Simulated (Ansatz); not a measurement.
**PF3 (SMILES FP(F)F): wB97X/STO-3G**

Aim: the vertical electron affinity of PF3 at wB97X/STO-3G, from 2 runs. 

Program for the calculation: Ansatz 0.2.0.

42 further runs of the same task are left out: 7 that didn't finish, 35 set aside as unsound or not needed.

**1. The molecule**

PF3: 4 atoms, total charge 0, spin state singlet. As SMILES, `FP(F)F`. The shape is that of a GFN2-xTB optimisation.

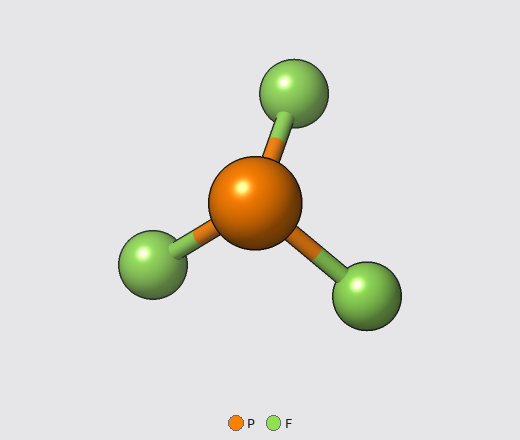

The structure, seen from a chosen angle (phosphorus orange, fluorine green).

**2. A single-point energy at wB97X/STO-3G**

Contents of input.yaml:

```yaml
crystal:
  periodic: [false, false, false]
  atoms:
    - {symbol: P, position_ang: [-0.004630, 0.005090, 0.642290]}
    - {symbol: F, position_ang: [1.349610, -0.029560, -0.203150]}
    - {symbol: F, position_ang: [-0.648490, 1.180250, -0.228190]}
    - {symbol: F, position_ang: [-0.696500, -1.155780, -0.210950]}
basis:
  gaussian: {orbitals: STO-3G}
hamiltonian: {xc: {name: wB97X}}
accuracy: high
```

Run with:

```
ansatz run input.yaml --threads 1 --pin off --max-ram 2610MiB --events-out events.jsonl --progress --plain --runs-dir runs
```

The log of the run:

```text
Warning: RAYON_NUM_THREADS=1 ignored (pool sized by the plan → 1); use --threads N
Functional definition: wB97X
  name "wB97X"
  parameter omega = 0.3/bohr
  parameter cx = 0.157706
  parameter cx1 = 0.726479
  parameter cx2 = 1.04760
  parameter cx3 = -5.70635
  parameter cx4 = 13.2794
  parameter css1 = -4.33879
  parameter css2 = 18.2308
  parameter css3 = -31.7430
  parameter css4 = 17.2901
  parameter cos1 = 2.37031
  parameter cos2 = -11.3995
  parameter cos3 = 6.58405
  parameter cos4 = -3.78132
  exchange = spin_sum(e_x_unif_sr(omega)*poly(b97_u_x, 1 - cx, cx1, cx2, cx3, cx4)) + cx*exact_x_sr(omega)
      + exact_x_lr(omega)
  correlation = spin_sum(e_c_pw_same_spin*poly(b97_u_same, 1, css1, css2, css3, css4))
      + integral(e_c_pw_opposite_spin*poly(b97_u_opposite, 1, cos1, cos2, cos3, cos4))
463 factors; integrals over basis functions are off by at most 4.2e-8 eV
148 factors; integrals over basis functions are off by at most 5.1e-10 eV
mean field evaluation 1: about -17210.9743 eV, gradient 2.8e1 eV
mean field evaluation 2: about -17213.6591 eV, gradient 1.4e1 eV
mean field evaluation 4: about -17214.2962 eV, gradient 6.0e-2 eV
mean field evaluation 8: about -17214.3023 eV, gradient 8.6e-4 eV
mean field evaluation 16: about -17214.3023 eV, gradient 2.3e-8 eV
mean field -17214.30228626 eV, -632.6139407469 hartree, gradient 2.4e-8 eV, S^2 0.000000; 0 other end points of the search recorded, 0 dependent functions left out
reference -17214.30228542 eV, -632.6139407158 hartree; 21, 21 occupied and 3, 3 virtual orbitals, 463 factors
Total energy: -17214.30228542 eV, -632.6139407158 hartree
```

Wall time 1.9 s (1 thread of AMD EPYC 9R45 (Zen 5), shared host); peak memory 0.27 GiB.

**3. The doublet anion at the same level**

Contents of molecule.yaml:

```yaml
crystal:
  periodic: [false, false, false]
  atoms:
    - symbol: P
      position_ang: [-0.004630, 0.005090, 0.642290]
    - symbol: F
      position_ang: [1.349610, -0.029560, -0.203150]
    - symbol: F
      position_ang: [-0.648490, 1.180250, -0.228190]
    - symbol: F
      position_ang: [-0.696500, -1.155780, -0.210950]
basis:
  gaussian:
    orbitals: STO-3G
total_charge: -1
magnetization:
  spin_polarized: true
  initial_magnetization: 1
hamiltonian:
  xc: {name: wB97X}
accuracy: high
```

Run with:

```
ansatz run molecule.yaml --threads 1 --pin off --max-ram 2610MiB --events-out events.jsonl --progress --plain --runs-dir runs
```

The log of the run (excerpt; [...] marks lines left out):

```text
Warning: RAYON_NUM_THREADS=1 ignored (pool sized by the plan → 1); use --threads N
Functional definition: wB97X
  name "wB97X"
[...]
      + exact_x_lr(omega)
[...]
      + integral(e_c_pw_opposite_spin*poly(b97_u_opposite, 1, cos1, cos2, cos3, cos4))
463 factors; integrals over basis functions are off by at most 4.2e-8 eV
148 factors; integrals over basis functions are off by at most 4.9e-10 eV
[...]
mean field -17204.18017086 eV, -632.2419598669 hartree, gradient 1.3e-8 eV, S^2 0.753021; 2 other end points of the search recorded, 0 dependent functions left out
reference -17204.18017007 eV, -632.2419598378 hartree; 22, 21 occupied and 2, 3 virtual orbitals, 463 factors
Total energy: -17204.18017007 eV, -632.2419598378 hartree
```

It took 20 s on 1 thread of AMD EPYC 9R45 (Zen 5), shared host; peak memory 0.45 GiB.

**4. Results**

Level: wB97X/STO-3G.

```
                                         quantity          value
                        singlet PF3: total energy  -632.61394 Eh
                      doublet anion: total energy  -632.24196 Eh
                              doublet anion: ⟨S²⟩          0.753
vertical electron affinity (to the doublet anion)     -10.122 eV
```

**Reading.** The anion lies 10.12 eV (977 kJ/mol) above the neutral: the electron isn't bound at this level, and such a value depends on the basis. Without diffuse functions anions come out too high. In a minimal basis such a difference can be off by several eV, whatever the method.
